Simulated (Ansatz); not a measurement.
# LaGaO3 (space group R-3c): energy against volume

LaGaO3 (space group R-3c)

```cif
data_Ga2La2O6
_chemical_formula_sum 'La2 Ga2 O6'
_space_group_name_H-M_alt 'P 1'
_space_group_IT_number 1
_cell_length_a 5.45366
_cell_length_b 5.45366
_cell_length_c 5.45366
_cell_angle_alpha 60.838
_cell_angle_beta 60.838
_cell_angle_gamma 60.838
loop_
_space_group_symop_operation_xyz
  'x, y, z'
loop_
_atom_site_label
_atom_site_type_symbol
_atom_site_fract_x
_atom_site_fract_y
_atom_site_fract_z
_atom_site_occupancy
La1 La 0.25000 0.25000 0.25000 1
La2 La 0.75000 0.75000 0.75000 1
Ga1 Ga 0.00000 0.00000 0.00000 1
Ga2 Ga 0.50000 0.50000 0.50000 1
O1 O 0.75000 0.18459 0.31541 1
O2 O 0.25000 0.81541 0.68459 1
O3 O 0.31541 0.75000 0.18459 1
O4 O 0.68459 0.25000 0.81541 1
O5 O 0.18459 0.31541 0.75000 1
O6 O 0.81541 0.68459 0.25000 1
```

E(V) scan at fixed shape, V₀ the volume above. The atoms relax within the cell's symmetry.

All values below come from PBEsol (plane waves to 420 eV, PAW, scalar-relativistic; Ansatz, an electronic-structure program). k mesh 7×7×7 (Γ-centred), Fermi-Dirac smearing 0.05 eV. The energy includes the smearing's −TS. With the shape held, the modulus is that of even scaling; a crystal free to change shape is softer. LaGaO3 is run without spin polarisation. LaGaO3 was relaxed with its symmetry unable to fall. This is one of several known forms of LaGaO3; the measured ambient cells at hand have space group No. 62. The zero of ΔE is the relaxed starting cell.

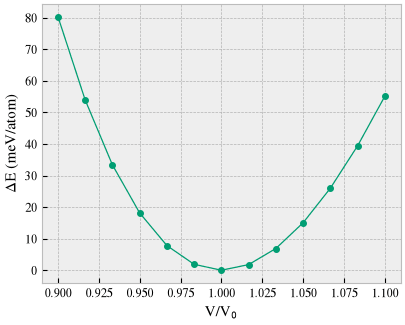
Fig. 1. ΔE (meV/atom) against V/V₀; computed points joined by lines.

The energy cost of the largest expansion comes out as 55.1 meV/atom. The pressure at the smallest volume is 24.3 GPa and the equilibrium volume of the fit is 11.69 Å³/atom. The energy cost of the largest compression is 80.4 meV/atom and the bulk modulus at fixed cell shape B₀ (third-order Birch-Murnaghan fit) is 181 GPa.

Check by three points about V = 11.686 Å³/atom, step 0.195: d²E/dV² ≈ (1.9 − 2·0.0 + 1.8) meV / 0.195² = 0.0975 eV/Å⁶, and V·d²E/dV² × 160.2 = 183 GPa.

(A scan under strain: stresses follow from slopes of the energy per volume, elastic moduli from its curvatures.)
